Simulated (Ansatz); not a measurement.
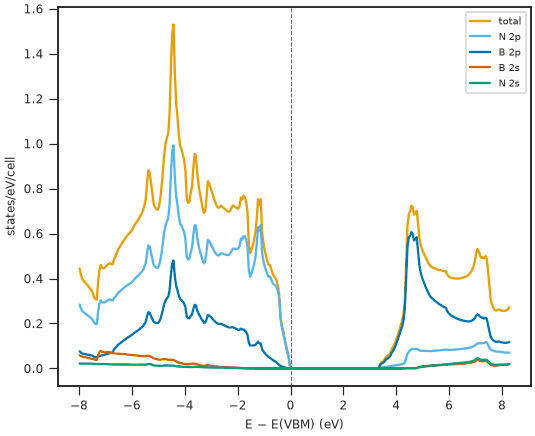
*Total and projected density of states of BN in space group Fmm2 (No. 42; B on 4a, N on 4a), LDA in the plane-wave PAW code Ansatz*

Which orbitals carry the states next to the gap?

Top 1 eV of the valence band: N 2p 91 %, B 2p 9 %. Bottom 1 eV of the conduction band: B 2p 85 %, N 2p 11 %. Projections are on Löwdin-orthogonalised atomic valence shells; empty p or d shells of many metals are not among them.

Where is the tallest occupied peak in this window, and what makes it?

Near -4.4 eV, about 1.5 states/eV per cell; the largest projected share is N 2p.

The first step of the workflow began from a Materials Project structure, measured or hypothetical; the Crystallography Open Database copy checked does not list it. It is not the phase usual at ambient conditions (space group No. 186, 194, 216). The cell was relaxed with LDA under the symmetry of its start. At this level the phase is mechanically unstable. A crystal of weakly bound layers computed without a dispersion correction: the cell and the soft elastic constants depend strongly on that.

Potentials: the earlier of the program's two PAW sets. The files were generated under PBE; for other functionals the program regenerates the frozen cores, and for LDA and PBEsol the local potential too.
